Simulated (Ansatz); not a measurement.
**LiAuS2 (NaFeO2 type): one cell under locks on the spin (series 3)**

Aim: hold or release the moments of LiAuS2 (NaFeO2 type) in several ways at one fixed cell, and compare the energies. Cell and atoms stay fixed. This structure was made by substitution into a known type, so it needn't be the compound's stable form.

Program: Ansatz 0.2.0. Level of theory: DFT LDA+U (U_eff = 2 eV on Au d), plane waves, PAW, no spin–orbit coupling unless a run says so. These are calculated values, not measurements.

## 1. The starting structure

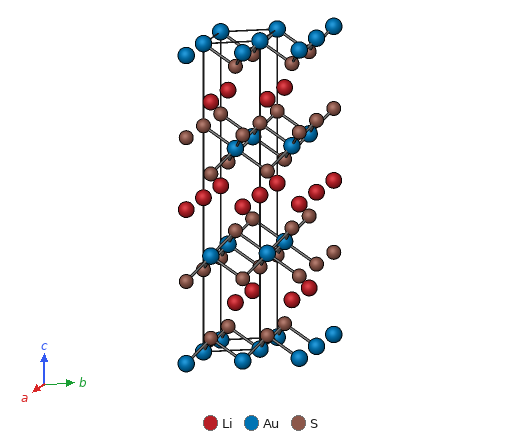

Start, viewed slightly off an axis; lithium red, gold blue, sulfur brown. 2×2×1 cells are drawn. Atoms on the faces are drawn again on the opposite ones. The cell drawn here is the conventional one.

Structure file:

```cif
data_structure
_symmetry_space_group_name_H-M 'P 1'
_symmetry_Int_Tables_number 1
_cell_length_a 7.2701
_cell_length_b 7.2701
_cell_length_c 7.2701
_cell_angle_alpha 30.436
_cell_angle_beta 30.436
_cell_angle_gamma 30.436
_cell_volume 87.40
loop_
_atom_site_label
_atom_site_type_symbol
_atom_site_fract_x
_atom_site_fract_y
_atom_site_fract_z
_atom_site_occupancy
Li1 Li 0.50000 0.50000 0.50000 1
Au1 Au 0.00000 0.00000 0.00000 1
S1 S 0.26670 0.26670 0.26670 1
S2 S 0.73330 0.73330 0.73330 1
```

The runs: site moments held (series factor 0.3; the input gives the size); no spin polarisation; total moment locked, 2.20 μB per cell.

An earlier series on this cell reached its lowest free state from «total moment held at first, then free, 1.00 μB per cell», perhaps among other starts (it ended with site moments under 0.05 μB).

## 2. Site moments held (series factor 0.3; the input gives the size)

File input.yaml:

```yaml
crystal:
  lattice:
    - [1.90837258, 1.10179942, 6.9281207]
    - [-1.90837258, 1.10179942, 6.9281207]
    - [0.0, -2.20359885, 6.9281207]
  atoms:
    - { symbol: Li, position: [0.5, 0.5, 0.5] }
    - { symbol: Au, position: [0.0, 0.0, 0.0], spin: 0.6 }
    - { symbol: S, position: [0.2667, 0.2667, 0.2667] }
    - { symbol: S, position: [0.7333, 0.7333, 0.7333] }
basis:
  ecutwfc: 420
  ecutrho_ratio: 4
kpoints:
  mp_grid: { grid: [6, 6, 6] }
hamiltonian:
  xc: lda
  hubbard: { sites: [{ site: 1, l: d, u_eff: 2.0 }] }
scf:
  occupations: { method: gaussian, width: 0.05 }
  lower_state_search: "off"
  max_iter: 150
output:
  forces: true
  stress: true
  eigenvalues: true
  populations: true
  hubbard: { sites: [{ site: 1, l: d }] }
magnetization:
  spin_polarized: true
  spin_locking: { lock_spins: true }
```

The lock stays on to the end, so the result is a constrained state unless its moments die out.

Command:

```
ansatz run input.yaml --threads 2 --pin off --max-ram 3072MiB --backend cpu --events-out ev --progress --plain --runs-dir out
```

Log, shortened:

```text
Warning: output.stress: scf.convergence.dr2_threshold = 1e-7 eV (the SCF's general default) is looser than the 4e-10 eV advised for a printed stress (1e-10 eV for each atom of the cell: 4). What an SCF threshold leaves in a stress goes as its square root, and in the free energy as the [...]
Warning: output.stress: the lock of the moments that magnetization.spin_locking holds to the close lets an SCF meet its threshold on dr2 anywhere within the lock's freeze window, and the stress can move with the moments there: no threshold on dr2 bounds that. The window is the square root [...]
Warning: RAYON_NUM_THREADS=2 ignored (pool sized by the plan → 2); use --threads N
[...]
Li: projections on atomic orbitals take those of the free atom 1s2 2s1, of charge +0.00 (hamiltonian.pseudopotentials.projection_atoms); the dataset's partial waves leave at most 8.9e-11 of an orbital's norm unspanned inside its sphere
Au: projections on atomic orbitals take those of the free atom [Kr 4d10 4f14] 5s2 5p6 5d10 6s1, of charge +0.00 (hamiltonian.pseudopotentials.projection_atoms); the dataset's partial waves leave at most 9.9e-5 of an orbital's norm unspanned inside its sphere
S: projections on atomic orbitals take those of the free atom [Ne] 3s2 3p4, of charge +0.00 (hamiltonian.pseudopotentials.projection_atoms); the dataset's partial waves leave at most 1.6e-7 of an orbital's norm unspanned inside its sphere
[...]
Pseudopotentials: kind: paw
Pseudopotential: Li, paw, valence charge 3, recommended cutoff 420 eV (normal), Li.paw.azcp
Pseudopotential: Au, paw, valence charge 19, recommended cutoff 420 eV (normal), Au.paw.azcp
Pseudopotential: S, paw, valence charge 6, recommended cutoff 420 eV (normal), S.paw.azcp
[...]
Per-site moments (μB) at R_I (Å): [(0.035676552153481124, 1.2497201575801233), (0.6002346619605856, 1.073600703691862), (0.2949355870740001, 1.073600703691862), (0.29493558707399997, 1.073600703691862)]
--- Magnetisation constraints (ε_frz = 1.0e-4 eV) ---
  site  kind      target   achieved (μB)  |Δ|max (μB)  g (eV/μB)  λ_eff  esc  ok   flags
  1     per_site  +0.6000  +0.6002        2.35e-4      -9.17e-1   1.000  0    yes
Free energy (F): -14805.518878 eV
[...]
E sigma→0 (E₀):  -14805.515584 eV
Entropy (-TS):   -0.006588 eV (-1.647 meV/atom)
Fermi energy:    6.109778 eV
[...]
--- Forces (eV/Å), atoms counted from 1 ---
  atom   1  Li    -0.00000000     0.00000000     0.00000000
  atom   2  Au     0.00000000    -0.00000000    -0.00000000
  atom   3  S      0.00000000    -0.00000000     0.22032986
  atom   4  S     -0.00000000     0.00000000    -0.22032986
[...]
--- Stress (GPa, compression-positive) ---
       -7.971526      -0.000000       0.000000
       -0.000000      -7.971526       0.000000
        0.000000       0.000000      -9.949848
  P = ⅓ Tr σ = -8.6310 GPa (-86.310 kbar)
--- Band table (eV; the first three rows and the last of 64) ---
[... band rows left out ...]
[...]
Occupation matrices written to <dir>
--- Löwdin populations: 4 sites ---
  site symbol       q [e]    m [muB]
     0     Li      2.3905     0.0136
     1     Au     18.2105     0.4811
     2      S      6.5763     0.4556
     3      S      6.5763     0.4556
  spilling = 0.007246 (of n_electrons = 34.000000)
--- Occupation matrices: 1 shell (run DFT+U table (all-electron-ortho-atomic); ε = 6.12e-4) ---
  Au1 d_5D: site group D3d (-3m)
  Au1 d_5D up     Tr n = 4.9313  λ = 0.971 0.971 0.996 0.996 0.997  [2× xz 0.27 (Eg 0.99) Eg(1.00) | 2× x2-y2 0.27 (T2g 0.99) Eg(1.00) | z2 1.00 (T2g 1.00) A1g(1.00)]
  Au1 d_5D dn     Tr n = 4.4744  λ = 0.755 0.755 0.988 0.988 0.988  [2× xz 0.33 (Eg 1.00) Eg(1.00) | 3× z2 0.33 (T2g 1.00) Eg(0.67)]
  Tr n, λ and their labels are of the run-group-symmetrised matrices; stabiliser: 12 of 24 elements of G0×{1,Θ} (closed), max defect 4.4e-15 at τ = 1.3e-4
```

Run time: 9 s. Hardware: 2 threads of Intel Xeon Platinum 8488C (Sapphire Rapids), shared host; peak memory 0.52 GiB.

It ends with no gap, pressure -8.6 GPa, moments in spheres Au 0.60; S 0.29 μB, largest force component 0.22 eV/Å, 12 symmetry operations imposed.

How the shells are filled (orbitals counted by the eigenvalues of the occupation matrices):

| shell | channel | electrons | over 0.8 | 0.2 to 0.8 | under 0.2 |
| --- | --- | --- | --- | --- | --- |
| Au 5d (atom 2) | up | 4.93 | 5 | 0 | 0 |
| Au 5d (atom 2) | down | 4.47 | 3 | 2 | 0 |

## 3. No spin polarisation

Edit input.yaml of step 2 so:

```diff
@@ -7,3 +7,3 @@
     - { symbol: Li, position: [0.5, 0.5, 0.5] }
-    - { symbol: Au, position: [0.0, 0.0, 0.0], spin: 0.6 }
+    - { symbol: Au, position: [0.0, 0.0, 0.0] }
     - { symbol: S, position: [0.2667, 0.2667, 0.2667] }
@@ -28,4 +28 @@
   hubbard: { sites: [{ site: 1, l: d }] }
-magnetization:
-  spin_polarized: true
-  spin_locking: { lock_spins: true }
```

Command:

```
ansatz run input.yaml --threads 2 --pin off --max-ram 3072MiB --backend cpu --events-out ev --progress --plain --runs-dir out
```

Log, shortened:

```text
Warning: RAYON_NUM_THREADS=2 ignored (pool sized by the plan → 2); use --threads N
[...]
Li: projections on atomic orbitals take those of the free atom 1s2 2s1, of charge +0.00 (hamiltonian.pseudopotentials.projection_atoms); the dataset's partial waves leave at most 8.9e-11 of an orbital's norm unspanned inside its sphere
Au: projections on atomic orbitals take those of the free atom [Kr 4d10 4f14] 5s2 5p6 5d10 6s1, of charge +0.00 (hamiltonian.pseudopotentials.projection_atoms); the dataset's partial waves leave at most 9.9e-5 of an orbital's norm unspanned inside its sphere
S: projections on atomic orbitals take those of the free atom [Ne] 3s2 3p4, of charge +0.00 (hamiltonian.pseudopotentials.projection_atoms); the dataset's partial waves leave at most 1.6e-7 of an orbital's norm unspanned inside its sphere
[...]
[... 1 set-up line as earlier in the session ...]
[...]
       -0.000000      -8.695566       0.000000
        0.000000       0.000000     -10.254447
  P = ⅓ Tr σ = -9.2152 GPa (-92.152 kbar)
--- Band table (eV; the first three rows and the last of 32) ---
  k-point 0: bands = ["-99.3657", "-50.6845", "-50.6845", "-50.6570", "-39.7594", "-7.3129", "-6.1077", "-0.0066", "0.1887", "0.1887", "1.3900", "1.3900", "2.7426", "4.5469", "4.9567", "4.9567", "6.6878", "6.6878", "7.6481", "10.1737", "12.0894"]
[...]
Occupation matrices written to <dir>
--- Löwdin populations: 4 sites ---
  site symbol       q [e]
     0     Li      2.4120
     1     Au     18.2797
     2      S      6.5313
     3      S      6.5313
  spilling = 0.007227 (of n_electrons = 34.000000)
--- Occupation matrices: 1 shell (run DFT+U table (all-electron-ortho-atomic); ε = 1.64e-2) ---
  Au1 d_5D: site group D3d (-3m)
  Au1 d_5D -      Tr n = 4.7467  λ = 0.884 0.884 0.992 0.992 0.993  [2× xz 0.32 (Eg 1.00) Eg(1.00) | 3× z2 0.33 (T2g 1.00) Eg(0.67)]
  Tr n, λ and their labels are of the run-group-symmetrised matrices; stabiliser: 24 of 24 elements of G0×{1,Θ} (closed), max defect 4.4e-15 at τ = 3.5e-3
```

Run time: 2.6 s. Hardware: 2 threads of Intel Xeon Platinum 8488C (Sapphire Rapids), shared host; peak memory 0.44 GiB.

It ends with no gap, pressure -9.2 GPa, no moment over 0.05 μB in any sphere, largest force component 0.24 eV/Å, 12 symmetry operations imposed.

How the shells are filled (orbitals counted by the eigenvalues of the occupation matrices):

| shell | channel | electrons | over 0.8 | 0.2 to 0.8 | under 0.2 |
| --- | --- | --- | --- | --- | --- |
| Au 5d (atom 2) | each spin | 4.75 | 5 | 0 | 0 |

## 4. Total moment locked, 2.20 μB per cell

File input.yaml:

```yaml
crystal:
  lattice:
    - [1.90837258, 1.10179942, 6.9281207]
    - [-1.90837258, 1.10179942, 6.9281207]
    - [0.0, -2.20359885, 6.9281207]
  atoms:
    - { symbol: Li, position: [0.5, 0.5, 0.5] }
    - { symbol: Au, position: [0.0, 0.0, 0.0], spin: 2.2 }
    - { symbol: S, position: [0.2667, 0.2667, 0.2667] }
    - { symbol: S, position: [0.7333, 0.7333, 0.7333] }
basis:
  ecutwfc: 420
  ecutrho_ratio: 4
kpoints:
  mp_grid: { grid: [6, 6, 6] }
hamiltonian:
  xc: lda
  hubbard:
    sites:
      - { site: 1, l: d, u_eff: 2.0, starting_ns: [{ spin: up, occupation_matrix: s1up }, { spin: down, occupation_matrix: s1down }] }
    occupation_matrices:
      s1up:
        matrix:
          - [0.97, 0.0, 0.0, 0.0, 0.0]
          - [0.0, 0.97, 0.0, 0.0, 0.0]
          - [0.0, 0.0, 0.97, 0.0, 0.0]
          - [0.0, 0.0, 0.0, 0.97, 0.0]
          - [0.0, 0.0, 0.0, 0.0, 0.97]
      s1down:
        matrix:
          - [0.97, 0.0, 0.0, 0.0, 0.0]
          - [0.0, 0.35872, 0.0, 0.0, 0.45503]
          - [0.0, 0.0, 0.35945, 0.45525, 0.0]
          - [0.0, 0.0, 0.45525, 0.63055, 0.0]
          - [0.0, 0.45503, 0.0, 0.0, 0.63128]
    ns_hold: { iters: 8 }
scf:
  occupations: { method: gaussian, width: 0.05 }
  lower_state_search: "off"
  max_iter: 150
output:
  forces: true
  stress: true
  eigenvalues: true
  populations: true
  hubbard: { sites: [{ site: 1, l: d }] }
magnetization:
  spin_polarized: true
  initial_magnetization: 2.2
  spin_locking: { lock_magnetization: hard }
```

The typed matrices put 0.97 on the chosen orbitals and 0.02 on the others, and are held for 8 cycles. The lock stays on to the end, so the result is a constrained state unless its moments die out.

Command:

```
ansatz run input.yaml --threads 2 --pin off --max-ram 3072MiB --backend cpu --events-out ev --progress --plain --runs-dir out
```

Log, shortened:

```text
Warning: crystal.symmetry: narrowed to the stabiliser of the occupation matrices — unitary ops 12 → 4; lowered by the specified shell (site 1, l: d); largest admitted image defect 8.9e-16, smallest excluded 5.5e-4 — at a rounding scale rather than a splitting's, so precision (not physics) [...]
Warning: output.stress: scf.convergence.dr2_threshold = 1e-7 eV (the SCF's general default) is looser than the 4e-10 eV advised for a printed stress (1e-10 eV for each atom of the cell: 4). What an SCF threshold leaves in a stress goes as its square root, and in the free energy as the [...]
Warning: RAYON_NUM_THREADS=2 ignored (pool sized by the plan → 2); use --threads N
[...]
Li: projections on atomic orbitals take those of the free atom 1s2 2s1, of charge +0.00 (hamiltonian.pseudopotentials.projection_atoms); the dataset's partial waves leave at most 8.9e-11 of an orbital's norm unspanned inside its sphere
Au: projections on atomic orbitals take those of the free atom [Kr 4d10 4f14] 5s2 5p6 5d10 6s1, of charge +0.00 (hamiltonian.pseudopotentials.projection_atoms); the dataset's partial waves leave at most 9.9e-5 of an orbital's norm unspanned inside its sphere
[...]
WARN: hamiltonian.hubbard: on 1 of 2 specified blocks the occupation matrix of this SCF's result fails the test of the specified filling. At site 1 ↓ (sites count from 0 in the list of atoms of the cell that this SCF solves) the least filled combination of the orbitals specified full has [...]
  atom   3  S     -0.00000000     0.00000015     0.02466498
  atom   4  S      0.00000000    -0.00000015    -0.02466498
[...]
--- Stress (GPa, compression-positive) ---
       -6.530930       0.000000      -0.000000
        0.000000      -6.530940       0.000003
       -0.000000       0.000003      -8.475226
  P = ⅓ Tr σ = -7.1790 GPa (-71.790 kbar)
--- Band table (eV; the first three rows and the last of 136) ---
[... band rows left out ...]
[...]
Occupation matrices written to <dir>
--- Löwdin populations: 4 sites ---
  site symbol       q [e]    m [muB]
     0     Li      2.3964     0.0754
     1     Au     18.2924     0.4617
     2      S      6.5322     0.8072
     3      S      6.5322     0.8072
  spilling = 0.007257 (of n_electrons = 34.000000)
--- Occupation matrices: 1 shell (run DFT+U table (all-electron-ortho-atomic); ε = 2.00e-2, under-converged) ---
  Au1 d_5D: site group D3d (-3m)
  Au1 d_5D up     Tr n = 4.9596  λ = 0.986 0.986 0.996 0.996 0.996  [5× z2 0.20 (T2g 0.60) Eg(0.80)]
  Au1 d_5D dn     Tr n = 4.5086  λ = 0.771 0.771 0.989 0.989 0.989  [2× xz 0.33 (Eg 1.00) Eg(1.00) | 3× z2 0.33 (T2g 1.00) Eg(0.67)]
  specified occupation → Au1 d_5D up: matrix, ‖Δ‖_F = 0.0501, Tr Δ = -0.1096, displaced = 0.0548, d_λ = 0.0501; orbital distance = 0.0000
  specified occupation → Au1 d_5D dn: matrix, ‖Δ‖_F = 1.0622, Tr Δ = -1.5586, displaced = 0.7793, d_λ = 1.0622; orbital distance = 0.0198
  Tr n, λ and their labels are of the run-group-symmetrised matrices; stabiliser: 12 of 24 elements of G0×{1,Θ} (closed), max defect 1.7e-8 at τ = 4.4e-3
```

It took 13 s on 2 threads of Intel Xeon Platinum 8488C (Sapphire Rapids), shared host; peak memory 0.62 GiB.

End state: no gap, pressure -7.2 GPa, moments in spheres Li 0.08; Au 0.51; S 0.56 μB, largest force component 0.02 eV/Å, 4 symmetry operations imposed. The program reports that the typed filling wasn't kept.

How the shells are filled (orbitals counted by the eigenvalues of the occupation matrices):

| shell | channel | electrons | over 0.8 | 0.2 to 0.8 | under 0.2 |
| --- | --- | --- | --- | --- | --- |
| Au 5d (atom 2) | up | 4.96 | 5 | 0 | 0 |
| Au 5d (atom 2) | down | 4.51 | 3 | 2 | 0 |

## 5. The states in order of energy

Energies count from the lowest free state and have the smearing extrapolated to zero; for held moments they are taken at the target, with the constraint's term.

| start | energy (meV/atom) | gap (eV) | pressure (GPa) | largest moment (μB) | SCF cycles | time |
| --- | --- | --- | --- | --- | --- | --- |
| total moment held at first, then free, 1.00 μB per cell (earlier series) | 0.0 | metal | -9.2 | 0.00 | 27 | 8.4 s |
| no spin polarisation | 0.0 | metal | -9.2 | 0.00 | 9 | 2.6 s |
| site moments held (series factor 0.3; the input gives the size) [held] | 60.0 | metal | -8.6 | 0.60 | 29 | 9 s |
| total moment locked, 2.20 μB per cell [held] | 142.3 | metal | -7.2 | 0.56 | 18 | 13 s |

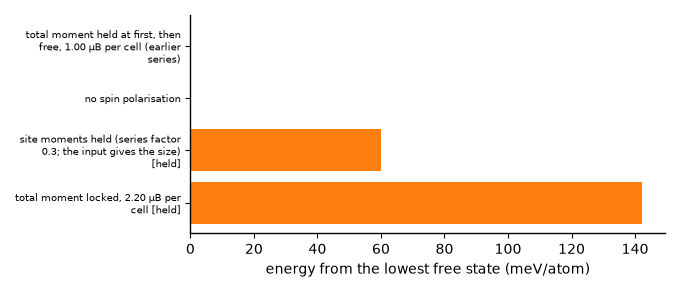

Energy of each end state; held states orange.

The one free run gives the zero. Spin polarisation gains nothing here. The cheapest of the held states in this table, «site moments held (series factor 0.3; the input gives the size)», lies +60 meV/atom from the lowest free state; part of that can come from another filling of the orbitals. The lowest state found need not be the ground state, and the geometry wasn't relaxed for any of them. Spin–orbit coupling is left out.
